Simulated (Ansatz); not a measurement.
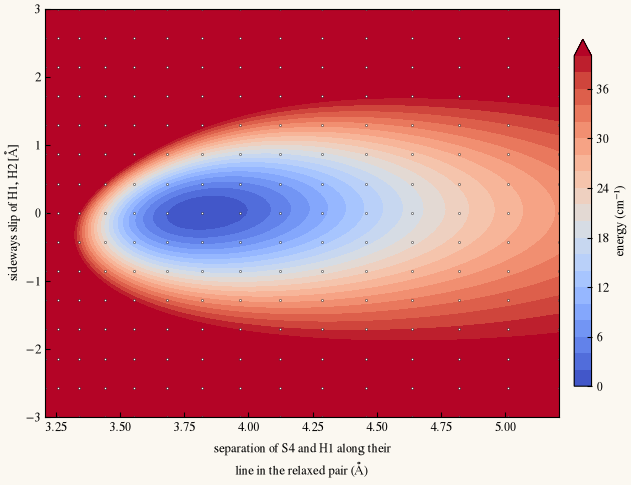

The pair H₂···O₂S. Coordinates scanned: (1) separation of S4 and H1 along their line in the relaxed pair; (2) sideways slip of H1, H2. Nothing is relaxed (both partners rigid). Grid: 15 × 15 points. Points are written as (first, second). Energies are in cm⁻¹, from the lowest grid point. Method: RHF/def2-TZVPD in Ansatz 0.2.0.

The picture shows filled contours, dots at the grid points, one colour for all values above the top of the scale. Between grid points the surface is interpolated.

Where is the minimum, and how stiff is the well along each coordinate?

The interpolated minimum is at the first coordinate ≈ 3.820 Å, sideways slip of H1, H2 ≈ 0.00 Å. The curvatures there are about 0.02 eV/Å² and 0.0078 eV/Å², with a cross term of about −0.0023 eV/Å². Round the minimum the valley is somewhat tilted: raising the first coordinate shifts the best value of sideways slip of H1, H2 upwards (coupling k₁₂/√(k₁₁k₂₂) about −0.2). (1 eV is 8066 cm⁻¹.)
